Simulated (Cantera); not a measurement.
Feed: 1 mol Fe3O4, 5.6 mol CO, 1.5 mol C, at 1.00 bar.

These are equilibrium values from Cantera (NASA tables, ideal gas, pure condensed phases), not measurements of a reactor. Candidate condensed phases: C, Fe, Fe(CO)5, FeO, Fe2O3, Fe3O4; 15 gas species. Each liquid is taken as pure. Mutual solubility and eutectic melting of coexisting phases are not modelled. The tables' stoichiometric FeO is somewhat more stable than real wüstite, so its field is too wide. FeO: taken at fixed stoichiometry. Condensed phases not in the tables: cementite and carbon dissolved in iron. Kinetics and transport are ignored.

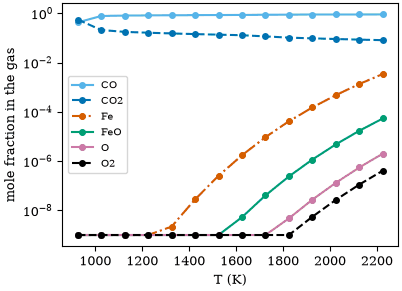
Figure. Equilibrium gas composition (values under 1e-9 drawn at 1e-9)

From 925 K to 1025 K the condensed part is C(graphite) + FeO(s). At 1125 K the condensed part is Fe(α) + FeO(s). From 1225 K to 1625 K the condensed part is Fe(γ) + FeO(s). At 1725 K the condensed part is Fe(δ) + FeO(l). From 1825 K to 2225 K the condensed part is Fe(l) + FeO(l).
